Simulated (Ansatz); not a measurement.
System (SMILES): ClC (CH3-Cl).
Atoms: C1, Cl2, H3, H4, H5. Bonds: C1-Cl2, C1-H3, C1-H4, C1-H5.

Basis-set convergence of the harmonic zero-point energy at HF with Ansatz (a quantum-chemistry and plane-wave program). Each level at its own minimum, finite differences of forces, unscaled; the reference is a large set that could be run, not a limit. Cartesian d functions, on some or all atoms, in 6-31G*; all else is spherical. The program fits the integrals of some runs and decomposes those of others, by size. No added dispersion term, no relativity. Reference: the value in aug-pcseg-2, 25.12 kcal/mol, itself unsure by roughly 0.03 kcal/mol (its mean distance from aug-cc-pV(T+d)Z, def2-TZVPPD). Deviations are taken from unrounded values.

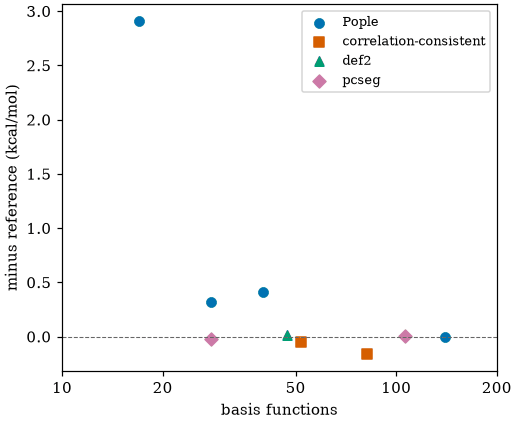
Fig. 1. Deviation from the reference against the number of basis functions, by family of sets.

```csv
basis,functions,harmonic zero-point energy (kcal/mol),minus reference (kcal/mol)
STO-3G,17,28.03,2.91
6-31G,28,25.44,0.32
pcseg-0,28,25.10,-0.02
6-31G*,40,25.53,0.41
def2-SVP,47,25.14,0.02
cc-pV(D+d)Z,52,25.08,-0.05
aug-cc-pV(D+d)Z,82,24.96,-0.16
pcseg-2,106,25.13,0.00
"6-311++G(3df,3pd)",140,25.12,0.00
```
